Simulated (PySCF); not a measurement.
**CH₁₀Si₃: geometry, spin-spin couplings**

What spin-spin couplings should CH₁₀Si₃ (`C[SiH]([SiH3])[SiH3]`) show?

Programs: PySCF 2.14.0, with density-fitted response routines of our own. Each step states its level of theory. These are calculated values for one molecule in the gas phase, unless marked as measured. Atoms are numbered from 0 throughout.

## Step 1: The starting structure

14 atoms, charge 0, multiplicity 1; geometry from: GFN2-xTB. The atoms were then displaced at random by about 0.01 Å, so the start is not that level's minimum.

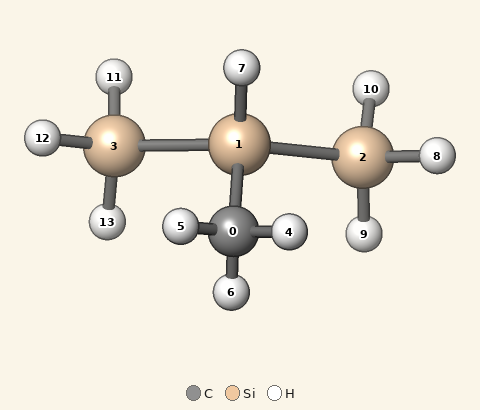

As it starts; carbon grey, silicon light orange, hydrogen white, atoms numbered.

## Step 2: Relaxing the molecule at PBE0-D3(BJ)/def2-SVP

Job settings and geometry (Å):

```
{"job": {"xc": "PBE0", "basis": "def2-SVP", "d3": "d3bj", "grid": 1, "shake": 0.01, "kind": "geom"}, "charge": 0, "multiplicity": 1}
C      0.132650     1.742630    -0.818290
Si    -0.086840     0.265410     0.345370
Si    -2.001520    -0.919070    -0.277150
Si     1.949820    -0.913030     0.369600
H     -0.779720     2.385990    -0.829260
H      0.948250     2.399700    -0.537570
H      0.290530     1.444790    -1.846850
H     -0.286450     0.876230     1.678560
H     -3.219940    -0.124300    -0.262210
H     -1.861260    -1.485220    -1.605800
H     -2.232240    -2.049440     0.641550
H      1.857230    -2.045910     1.308350
H      3.059850    -0.115560     0.755310
H      2.222470    -1.477310    -0.934340
```

The run is started by

```bash
OMP_NUM_THREADS=1 python probes_run.py task.json out
```

One launch serves the whole session: the jobs run in the order shown.

The program printed:

```text
step   0  E = -911.86999569  max force = 0.029351
step   1  E = -911.87789924  max force = 0.005168
step   2  E = -911.87835418  max force = 0.001758
step   3  E = -911.87843959  max force = 0.000271
step   4  E = -911.87845069  max force = 0.000502
step   5  E = -911.87846283  max force = 0.000553
step   6  E = -911.87846606  max force = 0.000247
optimisation converged
```

Run time: 41 s. Hardware: 1 thread of Arm Neoverse V1, shared host; peak memory 0.52 GiB.

The steps of the relaxation:

| step | energy from step 0 (eV) | largest force component (eV/Å) |
| --- | --- | --- |
| 0 | 0.0000 | 1.5093 |
| 1 | -0.2151 | 0.2657 |
| 2 | -0.2274 | 0.0904 |
| 3 | -0.2298 | 0.0139 |
| 4 | -0.2301 | 0.0258 |
| 5 | -0.2304 | 0.0284 |
| 6 | -0.2305 | 0.0127 |

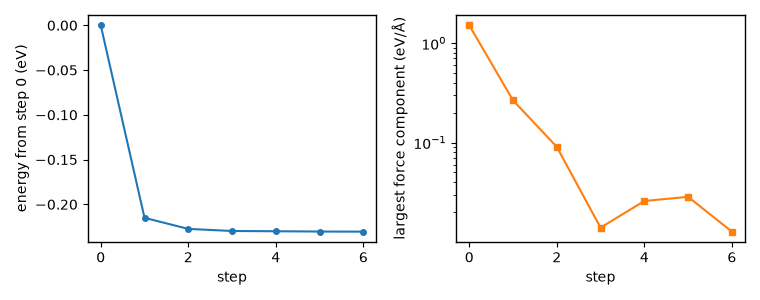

Energy and largest force along the relaxation.

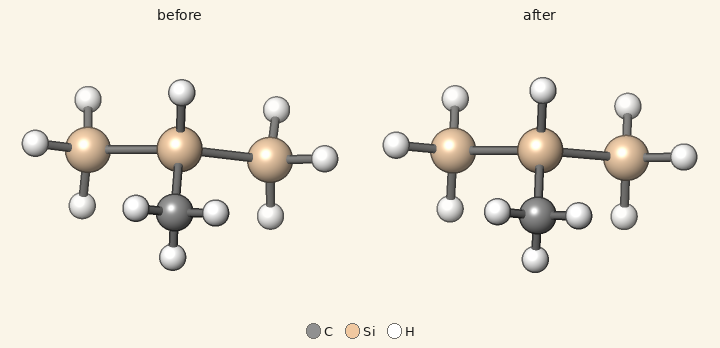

The geometry before (left) and after (right).

Distances of close pairs at the start and the end, largest changes first:

| bond | before (Å) | after (Å) | change (Å) |
| --- | --- | --- | --- |
| Si3–H12 | 1.420 | 1.497 | +0.077 |
| Si3–H13 | 1.447 | 1.498 | +0.051 |
| Si2–H9 | 1.451 | 1.498 | +0.047 |
| Si2–H8 | 1.455 | 1.497 | +0.042 |
| Si3–H11 | 1.474 | 1.496 | +0.022 |
| Si2–H10 | 1.475 | 1.496 | +0.021 |
| Si1–H7 | 1.480 | 1.500 | +0.020 |
| C0–H6 | 1.082 | 1.101 | +0.018 |

The final coordinates are the input of the step that follows.

| at the end point | value |
| --- | --- |
| point group (found at 0.08 Å tolerance) | Cs |
| rotational constants (GHz, main isotopes) | 3.450, 1.947, 1.388 |
| dipole moment (D) | 1.00 |

## Step 3: J couplings: B3LYP/cc-pVTZ

Job settings and geometry (Å):

```
{"job": {"kind": "j", "xc": "B3LYP", "basis": "cc-pVTZ"}, "charge": 0, "multiplicity": 1}
C      0.089817     1.824567    -0.864819
Si    -0.080865     0.386087     0.350991
Si    -1.901977    -0.979160    -0.219175
Si     1.857622    -0.937257     0.352312
H     -0.821169     2.442140    -0.873880
H      0.940190     2.467550    -0.590824
H      0.259251     1.445846    -1.884406
H     -0.297740     0.902904     1.742483
H     -3.182357    -0.202964    -0.217059
H     -1.699447    -1.543644    -1.591394
H     -2.030043    -2.116042     0.744697
H      1.718988    -2.068827     1.321166
H      3.064831    -0.133037     0.724253
H      2.079087    -1.509675    -1.013680
```

With the program's defaults for keys left out, this is: B3LYP/cc-pVTZ indirect spin-spin coupling, non-relativistic, gas phase.

The program printed:

```text
coarse grid: 12160 points
cycle   1  E = -912.6756252148  dE = -2.960e-01  |g| = 3.694e-01  |ddm| = 6.726e+00
cycle   2  E = -912.6573180064  dE =  1.831e-02  |g| = 4.359e-01  |ddm| = 1.419e+00
cycle   3  E = -912.7073929317  dE = -5.007e-02  |g| = 4.639e-02  |ddm| = 7.642e-01
cycle   4  E = -912.7080178174  dE = -6.249e-04  |g| = 1.122e-02  |ddm| = 9.441e-02
cycle   5  E = -912.7080637622  dE = -4.594e-05  |g| = 3.271e-03  |ddm| = 2.592e-02
cycle   6  E = -912.7080672920  dE = -3.530e-06  |g| = 5.412e-04  |ddm| = 7.407e-03
final grid: 100712 points
cycle   7  E = -912.7177200778  dE = -2.442e-05  |g| = 3.638e-03  |ddm| = 6.471e-02
cycle   8  E = -912.7177173190  dE =  2.759e-06  |g| = 4.832e-03  |ddm| = 1.430e-02
cycle   9  E = -912.7177232841  dE = -5.965e-06  |g| = 2.106e-04  |ddm| = 8.060e-03
cycle  10  E = -912.7177232981  dE = -1.399e-08  |g| = 8.797e-05  |ddm| = 6.279e-04
cycle  11  E = -912.7177233010  dE = -2.868e-09  |g| = 1.401e-05  |ddm| = 1.897e-04
cycle  12  E = -912.7177233010  dE = -4.161e-11  |g| = 3.215e-06  |ddm| = 3.329e-05
converged SCF energy = -912.7177233010

Indirect spin-spin couplings (Hz)
  i      j    bonds     total        FC       PSO       DSO        SD
  0 C    1 Si   1    -31.493   -31.625     1.669    -0.078    -1.459
  0 C    2 Si   2     -2.463    -2.674     0.146     0.013     0.053
  0 C    3 Si   2     -2.486    -2.697     0.145     0.013     0.053
  0 C    4 H    1    118.779   116.348     1.833     0.598         -
  0 C    5 H    1    118.580   116.146     1.836     0.598         -
  0 C    6 H    1    118.312   115.851     1.845     0.615         -
  0 C    7 H    2      3.587     3.721     0.078    -0.213         -
  0 C    8 H    3     -0.135    -0.119     0.016    -0.033         -
  0 C    9 H    3     -0.388    -0.379     0.017    -0.027         -
  0 C   10 H    3      5.929     6.159     0.096    -0.326         -
  0 C   11 H    3      5.944     6.174     0.096    -0.326         -
  0 C   12 H    3     -0.126    -0.111     0.016    -0.032         -
  0 C   13 H    3     -0.391    -0.381     0.018    -0.028         -
  1 Si   2 Si   1     54.640    53.442    -1.482     0.036     2.644
  1 Si   3 Si   1     54.579    53.376    -1.480     0.036     2.647
  1 Si   4 H    2      5.466     5.485     0.043     0.099    -0.161
  1 Si   5 H    2      5.555     5.574     0.043     0.098    -0.160
  1 Si   6 H    2      4.183     4.164     0.109     0.084    -0.173
  1 Si   7 H    1   -140.224  -140.039     0.042    -0.297     0.070
  1 Si   8 H    2     -4.869    -4.971     0.058     0.107    -0.062
  1 Si   9 H    2     -6.777    -6.917     0.114     0.091    -0.066
  1 Si  10 H    2     -7.861    -8.009     0.110     0.098    -0.060
  1 Si  11 H    2     -7.844    -7.991     0.110     0.097    -0.060
  1 Si  12 H    2     -4.875    -4.977     0.057     0.107    -0.062
  1 Si  13 H    2     -6.786    -6.926     0.115     0.091    -0.066
  2 Si   3 Si   2      6.493     6.718    -0.038    -0.006    -0.180
  2 Si   4 H    3     -1.289    -1.412     0.067     0.011     0.046
  2 Si   5 H    3    -11.002   -11.098    -0.102     0.243    -0.045
  2 Si   6 H    3     -0.477    -0.603     0.072     0.009     0.045
  2 Si   7 H    2     -6.471    -6.651     0.144     0.107    -0.071
  2 Si   8 H    1   -149.069  -149.249     0.234    -0.149     0.095
  2 Si   9 H    1   -147.295  -147.431     0.191    -0.159     0.104
  2 Si  10 H    1   -151.690  -151.851     0.220    -0.152     0.093
  2 Si  11 H    3      0.581     0.507     0.037     0.005     0.032
  2 Si  12 H    3    -10.075   -10.234    -0.043     0.214    -0.012
  2 Si  13 H    3      0.562     0.488     0.035     0.007     0.032
  3 Si   4 H    3    -11.037   -11.132    -0.103     0.243    -0.044
  3 Si   5 H    3     -1.210    -1.334     0.067     0.012     0.045
  3 Si   6 H    3     -0.573    -0.699     0.074     0.006     0.046
  3 Si   7 H    2     -6.440    -6.619     0.144     0.107    -0.071
  3 Si   8 H    3    -10.111   -10.270    -0.043     0.214    -0.012
  3 Si   9 H    3      0.577     0.502     0.035     0.008     0.032
  3 Si  10 H    3      0.578     0.504     0.037     0.005     0.032
  3 Si  11 H    1   -151.529  -151.689     0.219    -0.152     0.093
  3 Si  12 H    1   -149.249  -149.430     0.234    -0.149     0.095
  3 Si  13 H    1   -147.321  -147.457     0.191    -0.159     0.104
  4 H    5 H    2    -11.791   -12.172     2.848    -2.467         -
  4 H    6 H    2    -11.956   -12.371     2.825    -2.410         -
  4 H    7 H    3      1.117     1.198     0.310    -0.391         -
  4 H    8 H    4      0.185    -0.060    -0.355     0.600         -
  4 H   10 H    4     -0.817    -0.176     0.488    -1.129         -
  4 H   11 H    4      2.691     3.274     0.683    -1.265         -
  4 H   12 H    4     -0.707    -0.439     0.687    -0.955         -
  4 H   13 H    4     -0.730    -0.462     0.685    -0.954         -
  5 H    6 H    2    -11.959   -12.375     2.824    -2.408         -
  5 H    7 H    3      1.249     1.319     0.295    -0.365         -
  5 H    8 H    4     -0.702    -0.435     0.683    -0.950         -
  5 H    9 H    4     -0.741    -0.471     0.689    -0.959         -
  5 H   10 H    4      2.674     3.257     0.682    -1.265         -
  5 H   11 H    4     -0.828    -0.190     0.487    -1.125         -
  5 H   12 H    4      0.186    -0.060    -0.353     0.599         -
  6 H    7 H    3     10.891    11.821     1.300    -2.230         -
  6 H    9 H    4      0.202    -0.076    -0.383     0.660         -
  6 H   10 H    4     -0.824    -0.180     0.488    -1.132         -
  6 H   11 H    4     -0.804    -0.157     0.488    -1.135         -
  6 H   13 H    4      0.204    -0.075    -0.389     0.669         -
  7 H    8 H    3     -0.472    -0.327     0.159    -0.304         -
  7 H    9 H    3     10.409    11.495     0.686    -1.772         -
  7 H   10 H    3     -0.916    -0.817     0.132    -0.231         -
  7 H   11 H    3     -0.896    -0.802     0.128    -0.222         -
  7 H   12 H    3     -0.497    -0.348     0.162    -0.310         -
  7 H   13 H    3     10.378    11.463     0.685    -1.771         -
  8 H    9 H    2      1.049     2.028     0.847    -1.827         -
  8 H   10 H    2      0.833     1.843     0.873    -1.883         -
  8 H   11 H    4     -1.009    -0.484     0.377    -0.902         -
  8 H   12 H    4      4.693     5.293     0.454    -1.053         -
  8 H   13 H    4     -0.968    -0.437     0.388    -0.919         -
  9 H   10 H    2      0.031     1.008     0.851    -1.828         -
  9 H   12 H    4     -0.966    -0.437     0.388    -0.916         -
  9 H   13 H    4      0.378     0.002    -0.274     0.650         -
 10 H   11 H    4      0.514     0.125    -0.274     0.663         -
 10 H   12 H    4     -1.008    -0.482     0.378    -0.904         -
 11 H   12 H    2      0.845     1.856     0.872    -1.883         -
 11 H   13 H    2      0.014     0.989     0.851    -1.826         -
 12 H   13 H    2      1.098     2.078     0.847    -1.827         -
```

It took 73 s on 1 thread of Arm Neoverse V1, shared host; peak memory 1.1 GiB.

The basis is not made for couplings: without tight functions at the nuclei these values are rough.

Couplings of 1 Hz or more, nine at most for each number of bonds, with means over like pairs (isotopes 13C, 1H, 29Si):

| pair | bonds | J (Hz) | Fermi contact (Hz) |
| --- | --- | --- | --- |
| Si2–H8 | 1 | -149.4 | -149.5 |
| Si1–H7 | 1 | -140.2 | -140.0 |
| C0–H4 | 1 | 118.6 | 116.1 |
| Si1–Si2 | 1 | 54.6 | 53.4 |
| C0–Si1 | 1 | -31.5 | -31.6 |
| H4–H5 | 2 | -11.9 | -12.3 |
| Si1–H8 | 2 | -6.5 | -6.6 |
| Si2–Si3 | 2 | 6.5 | 6.7 |
| Si2–H7 | 2 | -6.5 | -6.6 |
| Si1–H4 | 2 | 5.1 | 5.1 |
| C0–H7 | 2 | 3.6 | 3.7 |
| C0–Si2 | 2 | -2.5 | -2.7 |
| H4–H7 | 3 | 4.4 | 4.8 |
| Si2–H4 | 3 | -4.3 | -4.4 |
| H7–H8 | 3 | 3.0 | 3.4 |
| Si2–H11 | 3 | -3.0 | -3.1 |
| C0–H8 | 3 | 1.8 | 1.9 |

The spin-dipole term was solved for some atoms only; pairs without it lack that part.

## Step 4: J couplings: B3LYP/6-31G*

The job, as its differences from that of step 3:

```diff
@@ -1,2 +1,2 @@
-{"job": {"kind": "j", "xc": "B3LYP", "basis": "cc-pVTZ"}, "charge": 0, "multiplicity": 1}
+{"job": {"kind": "j", "xc": "B3LYP", "basis": "6-31G*"}, "charge": 0, "multiplicity": 1}
 C      0.089817     1.824567    -0.864819
```

With the program's defaults for keys left out, this is: B3LYP/6-31G* indirect spin-spin coupling, non-relativistic, gas phase.

The program printed:

```text
coarse grid: 12160 points
cycle   1  E = -912.6357992517  dE = -2.849e-01  |g| = 3.338e-01  |ddm| = 2.975e+00
cycle   2  E = -912.6193798515  dE =  1.642e-02  |g| = 4.048e-01  |ddm| = 6.554e-01
cycle   3  E = -912.6654984586  dE = -4.612e-02  |g| = 2.637e-02  |ddm| = 4.084e-01
cycle   4  E = -912.6657387040  dE = -2.402e-04  |g| = 8.012e-03  |ddm| = 5.405e-02
cycle   5  E = -912.6657675751  dE = -2.887e-05  |g| = 1.317e-03  |ddm| = 1.603e-02
cycle   6  E = -912.6657682114  dE = -6.363e-07  |g| = 3.468e-04  |ddm| = 2.454e-03
final grid: 100712 points
cycle   7  E = -912.6014028812  dE = -3.757e-06  |g| = 3.492e-03  |ddm| = 1.344e-02
cycle   8  E = -912.6014004120  dE =  2.469e-06  |g| = 4.614e-03  |ddm| = 7.343e-03
cycle   9  E = -912.6014062302  dE = -5.818e-06  |g| = 1.687e-04  |ddm| = 4.315e-03
cycle  10  E = -912.6014062421  dE = -1.193e-08  |g| = 3.029e-05  |ddm| = 3.263e-04
cycle  11  E = -912.6014062424  dE = -3.429e-10  |g| = 9.159e-06  |ddm| = 5.599e-05
converged SCF energy = -912.6014062424

Indirect spin-spin couplings (Hz)
  i      j    bonds     total        FC       PSO       DSO        SD
  0 C    1 Si   1    -45.918   -45.676     1.131    -0.079    -1.295
  0 C    2 Si   2     -2.225    -2.364     0.076     0.013     0.050
  0 C    3 Si   2     -2.237    -2.376     0.076     0.013     0.050
  0 C    4 H    1    140.376   138.363     1.353     0.661         -
  0 C    5 H    1    140.219   138.202     1.356     0.661         -
  0 C    6 H    1    140.464   138.423     1.363     0.678         -
  0 C    7 H    2      2.670     2.807     0.069    -0.206         -
  0 C    8 H    3     -0.085    -0.073     0.019    -0.031         -
  0 C    9 H    3     -0.349    -0.344     0.019    -0.025         -
  0 C   10 H    3      5.918     6.179     0.062    -0.324         -
  0 C   11 H    3      5.924     6.185     0.062    -0.323         -
  0 C   12 H    3     -0.078    -0.067     0.019    -0.030         -
  0 C   13 H    3     -0.351    -0.345     0.019    -0.026         -
  1 Si   2 Si   1     62.015    60.824    -1.388     0.036     2.544
  1 Si   3 Si   1     61.947    60.750    -1.385     0.036     2.546
  1 Si   4 H    2      5.791     5.658     0.184     0.093    -0.144
  1 Si   5 H    2      5.859     5.725     0.185     0.092    -0.142
  1 Si   6 H    2      4.619     4.541     0.161     0.078    -0.161
  1 Si   7 H    1   -166.154  -166.172     0.738    -0.327    -0.394
  1 Si   8 H    2     -3.350    -3.387    -0.009     0.103    -0.056
  1 Si   9 H    2     -5.561    -5.573    -0.016     0.088    -0.060
  1 Si  10 H    2     -5.950    -5.962    -0.027     0.094    -0.055
  1 Si  11 H    2     -5.922    -5.934    -0.027     0.093    -0.055
  1 Si  12 H    2     -3.361    -3.399    -0.009     0.103    -0.056
  1 Si  13 H    2     -5.574    -5.586    -0.016     0.088    -0.060
  2 Si   3 Si   2      4.870     5.029     0.015    -0.006    -0.168
  2 Si   4 H    3     -1.279    -1.284    -0.049     0.010     0.043
  2 Si   5 H    3    -10.165   -10.214    -0.149     0.241    -0.042
  2 Si   6 H    3     -0.552    -0.565    -0.038     0.008     0.043
  2 Si   7 H    2     -4.805    -4.823    -0.026     0.104    -0.060
  2 Si   8 H    1   -175.435  -175.514     0.635    -0.179    -0.377
  2 Si   9 H    1   -174.420  -174.498     0.647    -0.188    -0.381
  2 Si  10 H    1   -178.485  -178.566     0.648    -0.182    -0.386
  2 Si  11 H    3      0.329     0.336    -0.041     0.004     0.029
  2 Si  12 H    3     -9.482    -9.607    -0.077     0.213    -0.012
  2 Si  13 H    3      0.289     0.293    -0.039     0.006     0.029
  3 Si   4 H    3    -10.192   -10.242    -0.149     0.241    -0.042
  3 Si   5 H    3     -1.198    -1.203    -0.049     0.012     0.043
  3 Si   6 H    3     -0.637    -0.649    -0.038     0.005     0.044
  3 Si   7 H    2     -4.773    -4.791    -0.026     0.104    -0.060
  3 Si   8 H    3     -9.513    -9.638    -0.077     0.213    -0.012
  3 Si   9 H    3      0.306     0.309    -0.039     0.007     0.029
  3 Si  10 H    3      0.326     0.333    -0.041     0.004     0.029
  3 Si  11 H    1   -178.329  -178.409     0.648    -0.182    -0.385
  3 Si  12 H    1   -175.575  -175.655     0.635    -0.179    -0.377
  3 Si  13 H    1   -174.443  -174.521     0.647    -0.188    -0.381
  4 H    5 H    2    -15.831   -15.104     1.623    -2.349         -
  4 H    6 H    2    -15.812   -15.128     1.607    -2.291         -
  4 H    7 H    3      1.110     1.362     0.111    -0.363         -
  4 H    8 H    4      0.302    -0.050    -0.252     0.604         -
  4 H    9 H    4     -0.152     0.065     0.098    -0.314         -
  4 H   10 H    4     -1.048    -0.198     0.265    -1.115         -
  4 H   11 H    4      2.329     3.157     0.424    -1.252         -
  4 H   12 H    4     -0.939    -0.446     0.447    -0.940         -
  4 H   13 H    4     -0.964    -0.471     0.446    -0.939         -
  5 H    6 H    2    -15.823   -15.140     1.606    -2.289         -
  5 H    7 H    3      1.249     1.486     0.100    -0.337         -
  5 H    8 H    4     -0.935    -0.443     0.444    -0.936         -
  5 H    9 H    4     -0.976    -0.481     0.449    -0.944         -
  5 H   10 H    4      2.314     3.142     0.423    -1.251         -
  5 H   11 H    4     -1.058    -0.211     0.264    -1.111         -
  5 H   12 H    4      0.304    -0.048    -0.250     0.602         -
  5 H   13 H    4     -0.161     0.068     0.106    -0.335         -
  6 H    7 H    3     10.781    12.180     0.798    -2.197         -
  6 H    8 H    4     -0.159     0.065     0.098    -0.322         -
  6 H    9 H    4      0.351    -0.043    -0.270     0.664         -
  6 H   10 H    4     -1.054    -0.199     0.264    -1.118         -
  6 H   11 H    4     -1.038    -0.180     0.263    -1.121         -
  6 H   13 H    4      0.361    -0.037    -0.274     0.672         -
  7 H    8 H    3     -0.451    -0.203     0.036    -0.284         -
  7 H    9 H    3      9.809    11.208     0.348    -1.747         -
  7 H   10 H    3     -0.890    -0.700     0.020    -0.211         -
  7 H   11 H    3     -0.865    -0.681     0.018    -0.203         -
  7 H   12 H    3     -0.479    -0.226     0.037    -0.290         -
  7 H   13 H    3      9.778    11.177     0.348    -1.746         -
  8 H    9 H    2     -0.330     1.148     0.273    -1.751         -
  8 H   10 H    2     -0.466     1.050     0.291    -1.807         -
  8 H   11 H    4     -1.146    -0.453     0.197    -0.890         -
  8 H   12 H    4      4.138     4.923     0.256    -1.042         -
  8 H   13 H    4     -1.107    -0.405     0.205    -0.907         -
  9 H   10 H    2     -1.320     0.157     0.275    -1.752         -
  9 H   12 H    4     -1.105    -0.406     0.205    -0.904         -
  9 H   13 H    4      0.544     0.063    -0.171     0.652         -
 10 H   11 H    4      0.708     0.212    -0.167     0.664         -
 10 H   12 H    4     -1.146    -0.452     0.197    -0.892         -
 11 H   12 H    2     -0.454     1.062     0.291    -1.808         -
 11 H   13 H    2     -1.338     0.138     0.275    -1.751         -
 12 H   13 H    2     -0.279     1.200     0.273    -1.752         -
```

Wall time 15 s (1 thread of Arm Neoverse V1, shared host); peak memory 0.57 GiB.

The basis is not made for couplings: without tight functions at the nuclei these values are rough.

In short: J(Si2,H8) -176.1 Hz, J(Si1,H7) -166.2 Hz, J(C0,H4) 140.4 Hz (means over like pairs).

## Step 5: Comparing the runs: spin-spin couplings

Couplings (Hz), each a mean over the pairs like the one named, with basis size and wall time:

| run | Si2–H8 | Si1–H7 | C0–H4 | Si1–Si2 | C0–Si1 | H4–H5 | Si1–H8 | functions | time |
| --- | --- | --- | --- | --- | --- | --- | --- | --- | --- |
| B3LYP/cc-pVTZ | -149.4 | -140.2 | 118.6 | 54.6 | -31.5 | -11.9 | -6.5 | 272 | 73 s |
| B3LYP/6-31G* | -176.1 | -166.2 | 140.4 | 62.0 | -45.9 | -15.8 | -5.0 | 88 | 15 s |

## Step 6: Outcome

```
                                     quantity                       value
                                  point group                          Cs
         rotational constants (main isotopes)        3.45, 1.95, 1.39 GHz
largest coupling of the table (B3LYP/cc-pVTZ)  ¹J(Si,H) Si2–H8, -149.4 Hz
     range of J(Si2,H8), mean over like pairs         -176.1 to -149.4 Hz
```

Over 6 steps the energy fell by 0.230 eV; of the close pairs, Si3–H12 changed most, 1.420 to 1.497 Å. Of the pairs tabulated at B3LYP/cc-pVTZ, Si2–H8 (mean over like pairs) couples most strongly (-149.4 Hz; Fermi contact -149.5 Hz). The coupling Si2–H8, as a mean over pairs of its kind, runs from -176.1 Hz (B3LYP/6-31G*) to -149.4 Hz (B3LYP/cc-pVTZ). Couplings from bases without tight functions are rough.
